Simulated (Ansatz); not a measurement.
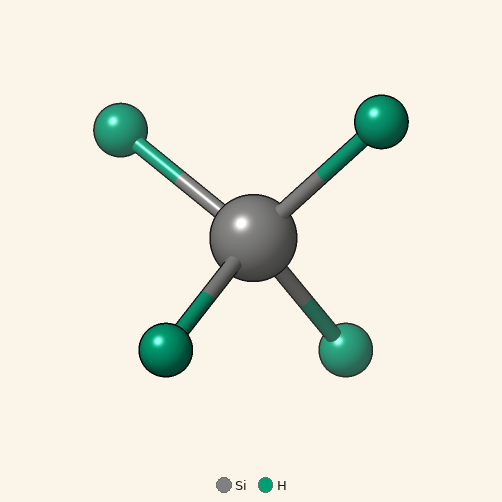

Rendered structure (ball-and-stick style).

The computed structure is the end point of a PBE0-D4/def2-TZVP optimisation.

What does the picture show?

It has 5 atoms: 1 silicon and 4 hydrogen (SiH₄). This geometry has Td symmetry. Coordination: 1 Si tetrahedral.

More results for the same structure follow; atom numbers are the same in all pictures, views and colours differ.

**Shape**

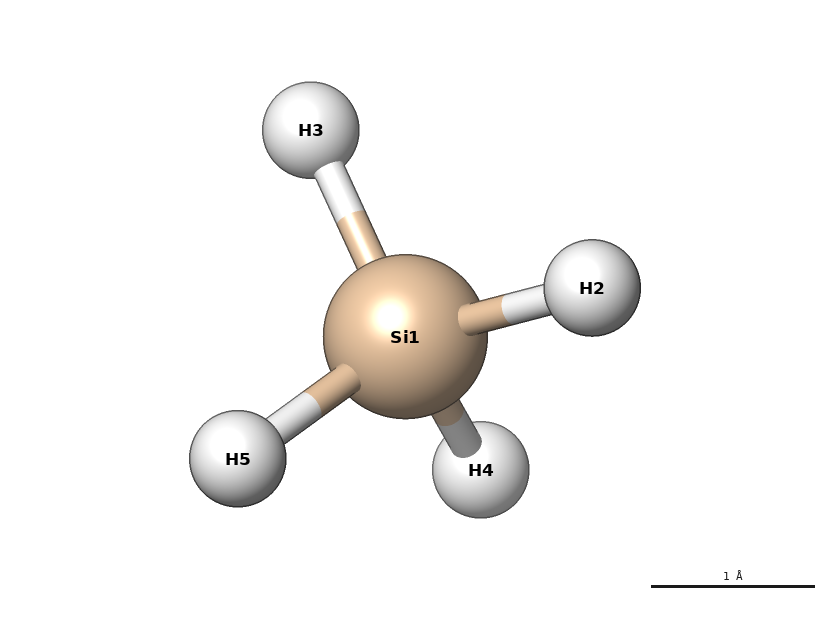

Give these bond angles: H2–Si1–H3.

```
    angle  degrees
H2–Si1–H3    109.5
```

**Thermal motion**

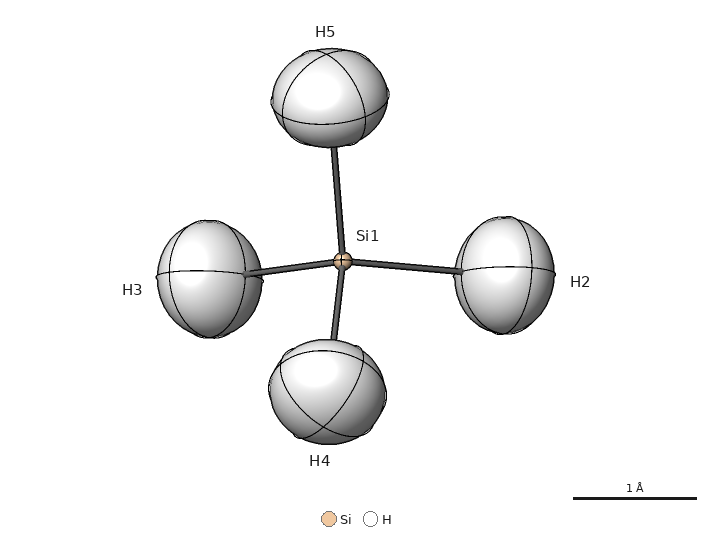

Displacement ellipsoids at the 50 % level, enlarged 3 times, from the internal vibrations of the free molecule (harmonic, no overall translation or rotation; no half-axis is drawn under 0.075 Å). Vibrations computed with RKS PBE0-D4/def2-TZVP (Ansatz 0.2.0). Temperature: 0 K (zero-point motion alone).

List U_eq and the three principal root-mean-square amplitudes for each kind of atom.

| atom | U_eq (Å²) | rms amplitudes (Å) |
| --- | --- | --- |
| Si1 | 0.00007 | 0.008, 0.008, 0.008 |
| H2, H3, H4, H5 | 0.0095 | 0.085, 0.103, 0.103 |

**Vibrations**

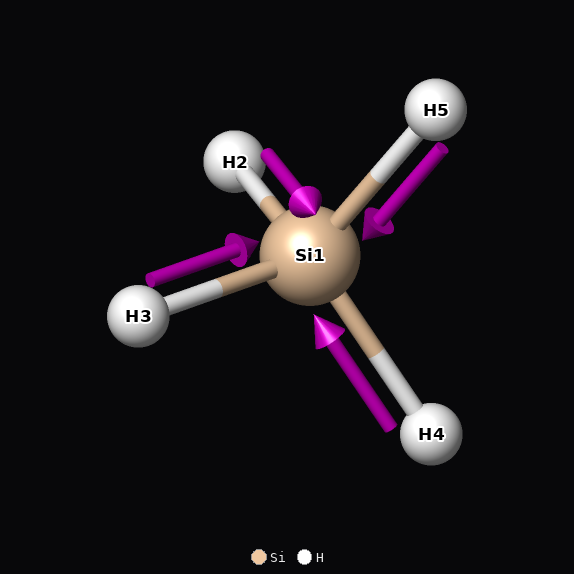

The arrows show one normal mode. Harmonic vibrations computed with RKS PBE0-D4/def2-TZVP (Ansatz 0.2.0) at a stationary point of the same level.

> Describe the motion.

Mostly in-phase stretching of 4 Si–H bonds.

> At what wavenumber does it lie?

2235 cm⁻¹; it is mode 6 of 9 counted from the lowest.

**Electronic properties**

Level of theory: RHF-CCSD(T), frozen core/def2-TZVPP (Ansatz 0.2.0).

> Estimate the T1 diagnostic.

0.011.
